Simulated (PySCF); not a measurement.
```xyz
12

C    -1.4074   -0.2398    0.3574
C    -0.1944    0.1327   -0.5162
C    -0.1349    1.5690   -0.6536
N    -0.1116    2.7072   -0.7461
Si    1.4359   -0.5427    0.1676
F     1.3929   -2.1222    0.3009
F     2.6954   -0.2290   -0.7374
F     1.7921   -0.0147    1.6156
H    -1.4927   -1.3206    0.4392
H    -2.3216    0.1521   -0.0840
H    -1.3025    0.1784    1.3558
H    -0.3500   -0.2711   -1.5252
```

Geometry: GFN2-xTB.

These are results of B3LYP/def2-SVPD, SCF density, gas phase in PySCF, not measurements.

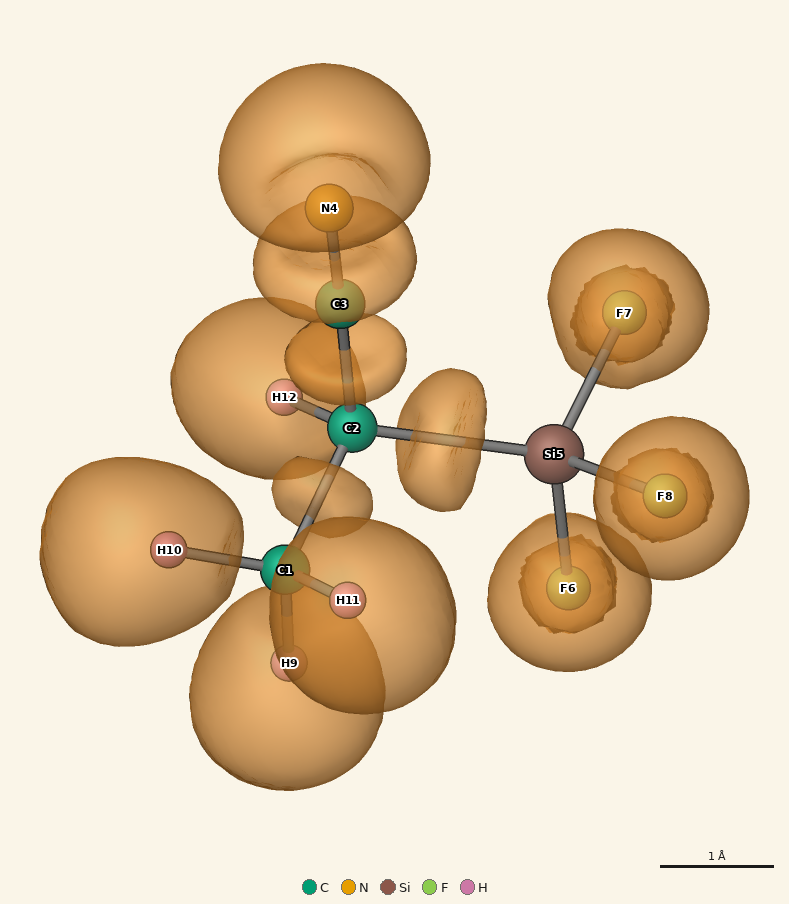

C3H4F3NSi. Isosurface of the ELF at 0.8 (orange), seen at a tilt. Core shells and regions of very low density are left out.

Q: What do the ELF domains correspond to?

A: The surface consists of two regions between bonded C–C atoms (shared pairs), one region between bonded C–N atoms (shared pairs), one region between bonded C–Si atoms (shared pairs), four regions around hydrogen nuclei, one lobe on N, pointing away from the bonds (lone pairs) and three regions wrapped around F (its lone pairs, merged into a ring or cap).

Values along the shortest contacts:
C–N (1.14 Å): the ELF peaks at about 0.85 between the atoms; a short, multiple covalent bond. C–C (1.44 Å): the ELF peaks at about 0.95 between the atoms: a covalent bond.
